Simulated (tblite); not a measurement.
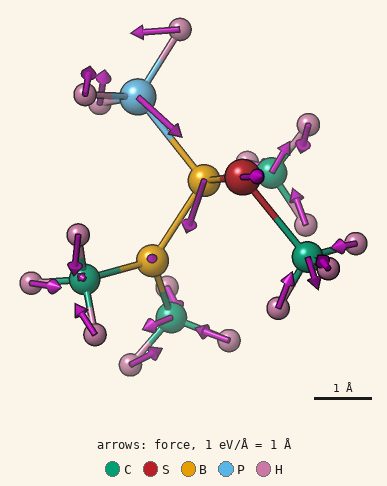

Starting geometry of C4H15B2PS with the computed forces as purple arrows. A ball-and-stick model, seen at a tilt.

Theory: GFN2-xTB geometry optimisation, gas phase in tblite 0.8.0. 

Is this structure relaxed? If not, where do the atoms go?

Answer. It isn't relaxed: the largest force vector, on a B atom, is 1.35 eV/Å. The final displacements have little in common with the starting forces (cosine between the two patterns 0.17). An H atom moves most after the best rigid fit: 2.02 Å. Largest moves by element: H 2.02 Å, S 1.46 Å, C 1.06 Å, P 0.94 Å, B 0.56 Å. Among the contacts that change: P–S 3.077 → 2.730 Å, B–P 1.907 → 1.988 Å, B–S 1.896 → 1.960 Å, H–P 1.410 → 1.379 Å. Among the angles between lasting bonds that change: B–P–H 109.6° → 133.0°, S–B–P 108.0° → 87.5°, H–P–H 109.5° → 95.7°. Groups turn about B–S by about 100°, B–B by about 65°, B–C by about 30°. The energy falls by 18.8 kcal/mol in 275 geometry steps. The run took 4.7 s on 1 thread of Arm Neoverse N1, on a shared host.
